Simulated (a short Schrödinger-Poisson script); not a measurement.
Structure: symmetric double-gate stack, SiO2 on p-type Si(100), at 77 K.

```
layer  material  thickness (nm)  Na (cm⁻³)
-----  --------  --------------  ---------
1          SiO2             1.5          -
2            Si               2       1e15
3          SiO2             1.5          -
```

Constants are typed, rounded textbook-type inputs, not results; the design itself was drawn at random and stands for no fabricated device. SiO2: permittivity 3.9, conduction-band edge (eV) 3.15, gap (eV) 9, electron mass (mₑ) 0.5. Si: permittivity 11.7, conduction-band edge (eV) 0, gap (eV) 1.124, Nv at 300 K (cm⁻³) 3.1e19.

Channel valleys (confinement mass, in-plane density-of-states mass, number): Δ2 0.916, 0.19, 2; Δ4 0.19, 0.417, 4. At the gates, both at one voltage, the conduction-band edge of layer 1 lies 3.17 eV − eVg above the Fermi level of the channel. Gaps are held at their typed values at every temperature. Mesh 0.03 nm at interfaces.

From a short Schrödinger-Poisson script (our own, NumPy): 1D Poisson equation in equilibrium, electrons quantum, Hartree (BenDaniel-Duke, 12 states a valley, the channel's in-plane mass for all, wave functions ending at the dielectric), parabolic valleys, classical holes, full ionisation, no traps, pinning or gate leakage.

Only gate voltages with over 1e8 electrons/cm² are shown.

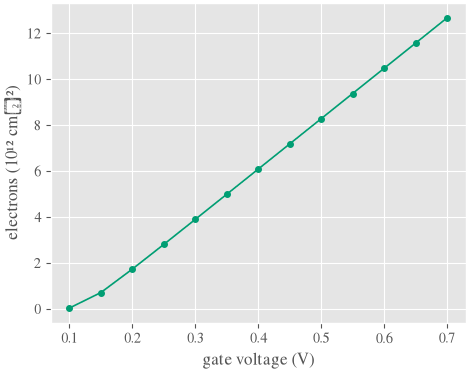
Figure. Sheet density against gate voltage

| Vg (V) | electrons (cm⁻²) | C (μF/cm²) | Δ2 E0 (meV) | Δ2 E1 (meV) | Δ4 E0 (meV) | Δ4 E1 (meV) |
|---|---|---|---|---|---|---|
| 0.1 | 2.89e10 | 0.622 | 23.8 | 331.3 | 415.8 | 1898.5 |
| 0.15 | 7.04e11 | 3.07 | 0.3 | 307.2 | 392.4 | 1874.4 |
| 0.2 | 1.73e12 | 3.40 | -9.5 | 296.4 | 382.6 | 1863.7 |
| 0.25 | 2.80e12 | 3.48 | -17.2 | 287.6 | 374.9 | 1854.9 |
| 0.3 | 3.89e12 | 3.50 | -24.4 | 279.4 | 367.7 | 1846.7 |
| 0.35 | 4.99e12 | 3.51 | -31.4 | 271.3 | 360.8 | 1838.6 |
| 0.4 | 6.08e12 | 3.51 | -38.3 | 263.4 | 353.8 | 1830.6 |
| 0.45 | 7.18e12 | 3.51 | -45.2 | 255.4 | 346.9 | 1822.7 |
| 0.5 | 8.27e12 | 3.52 | -52.1 | 247.4 | 340.0 | 1814.7 |
| 0.55 | 9.37e12 | 3.52 | -59.0 | 239.4 | 333.1 | 1806.8 |
| 0.6 | 1.05e13 | 3.52 | -66.0 | 231.5 | 326.2 | 1798.8 |
| 0.65 | 1.16e13 | 3.52 | -72.9 | 223.5 | 319.3 | 1790.9 |
| 0.7 | 1.27e13 | 3.52 | -79.8 | 215.6 | 312.4 | 1782.9 |

Subbands count from the Fermi level. The capacitance is that of both gates.
